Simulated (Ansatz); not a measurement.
Frequency calculation of SiH₃Cl

The run: frequency calculation of SiH₃Cl. Method and program: RKS B3LYP/def2-SVP (Ansatz 0.2.0).

It belongs to a series of runs on one base structure; here: vibrations at the highest image of the band. Figures and captions count atoms from 1; the log counts them from 0 in places.

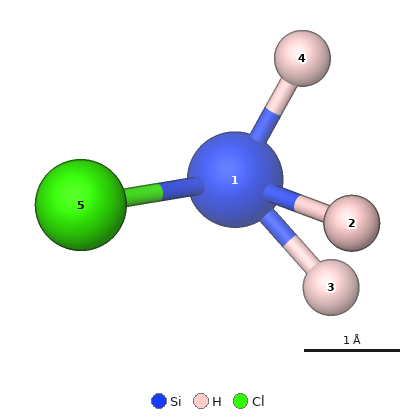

The input geometry (ball-and-stick view, seen at a tilt; atoms are numbered from 1 in the order of the input).

Input
```yaml
crystal:
  periodic: [false, false, false]
  atoms:
    - { symbol: Si, position_ang: [0.26432, 0.006682, -0.477996] }
    - { symbol: H, position_ang: [0.570854, 0.108431, 1.177573] }
    - { symbol: H, position_ang: [1.489495, -0.084476, 0.419923] }
    - { symbol: H, position_ang: [-0.554766, 1.169763, -0.030243] }
    - { symbol: Cl, position_ang: [-0.878704, -1.747099, -0.458456] }
basis:
  gaussian: { orbitals: def2-SVP }
hamiltonian:
  xc: b3lyp
phonons: {}
```

Machine: 1 thread of Intel Xeon (Sapphire Rapids), 192 GiB of memory available, shared host.

Run as:
```bash
ansatz run input.yaml --threads 1 --pin off --max-ram 2048MiB --backend cpu --events-out ev --progress --plain --runs-dir out
```

The program's output
```
Engine: ansatz 0.2.0, x86_64-unknown-linux-gnu
Functional definition: B3LYP
  parameter a0 = 0.2
  parameter ax = 0.72
  parameter ac = 0.81
  exchange = (1 - a0 - ax)*slater_x + ax*b88_x + a0*exact_x
  correlation = (1 - ac)*vwn_rpa_c + ac*lyp_c
513 factors; integrals over basis functions are off by at most 3.4e-4 eV
mean field evaluation 1: about -20441.5123 eV, gradient 1.1e1 eV
mean field evaluation 2: about -20441.5400 eV, gradient 9.8e0 eV
mean field evaluation 4: about -20441.9178 eV, gradient 4.0e-1 eV
mean field evaluation 8: about -20441.9187 eV, gradient 3.0e-2 eV
mean field -20441.91868650 eV, -751.2266556986 hartree, gradient 2.7e-5 eV, S^2 0.000000; 0 other end points of the search recorded, 0 dependent functions left out
the calculation of the forces begins
reference -20441.91888613 eV, -751.2266630350 hartree; 17, 17 occupied and 34, 34 virtual orbitals, 513 factors
these checks for a lower state are left out or cut short: stability, starts, cluster_reference, orbital_swaps, neighbouring_geometries, increment
513 factors; integrals over basis functions are off by at most 3.4e-4 eV
mean field evaluation 16: about -20441.9186 eV, gradient 1.1e-1 eV
mean field -20441.91861081 eV, -751.2266529173 hartree, gradient 9.4e-7 eV, S^2 0.000000; 0 other end points of the search recorded, 0 dependent functions left out
[... from here on the field's lines of each further geometry are left out, up to the last ...]
the calculation of the forces begins
reference -20441.91888637 eV, -751.2266630439 hartree; 17, 17 occupied and 34, 34 virtual orbitals, 513 factors
these checks for a lower state are left out or cut short: stability, starts, cluster_reference, orbital_swaps, neighbouring_geometries, increment
513 factors; integrals over basis functions are off by at most 3.4e-4 eV
mean field -20441.91868124 eV, -751.2266555054 hartree, gradient 1.3e-6 eV, S^2 0.000000; 0 other end points of the search recorded, 0 dependent functions left out
the calculation of the forces begins
reference -20441.91888091 eV, -751.2266628431 hartree; 17, 17 occupied and 34, 34 virtual orbitals, 513 factors
WARN: phonons: modes at or below zero, which the zero-point energy, F, S and C_V leave out: 1, the lowest at -1228.24 cm⁻¹. A minimum has none, and a first-order saddle one
Total energy: -20441.91888613 eV, -751.2266630350 hartree
Atom 0 at     0.264320     0.006682    -0.477996 Å, force    -0.001681     0.034524     0.017241 eV/Å
Atom 1 at     0.570854     0.108431     1.177573 Å, force     0.016573    -0.014065     0.000063 eV/Å
Atom 2 at     1.489495    -0.084476     0.419923 Å, force    -0.015374     0.007942     0.001971 eV/Å
Atom 3 at    -0.554766     1.169763    -0.030243 Å, force     0.009856    -0.021269    -0.020381 eV/Å
Atom 4 at    -0.878704    -1.747099    -0.458456 Å, force    -0.009374    -0.007131     0.001106 eV/Å
Dipole moment:     0.176427     0.222493     0.071395 e Å
Vibrations: -1228.24 521.58 551.16 645.84 710.93 1036.10 1553.69 2139.86 2220.18 cm⁻¹, zero-point energy 0.581444 eV
```

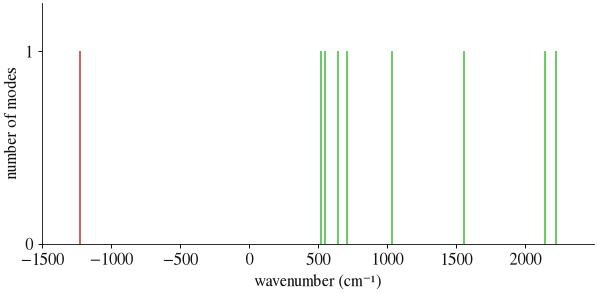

Harmonic vibrational wavenumbers from the force constants; neighbouring modes closer than 16 cm⁻¹ are counted in one stick, and imaginary ones are drawn at negative wavenumbers. 9 modes from 1228i to 2220 cm⁻¹, 1 imaginary beyond 8i (1228i cm⁻¹): a first-order saddle point, if the geometry is stationary.

Summary

| quantity | value |
| --- | --- |
| outcome | converged |
| total energy | −20441.9189 eV |
| mean-field energy | −20441.9189 eV |
| largest force (length of the vector) | 0.039 eV/Å |
| wall time | 17 s |
| peak memory | 0.12 GiB |
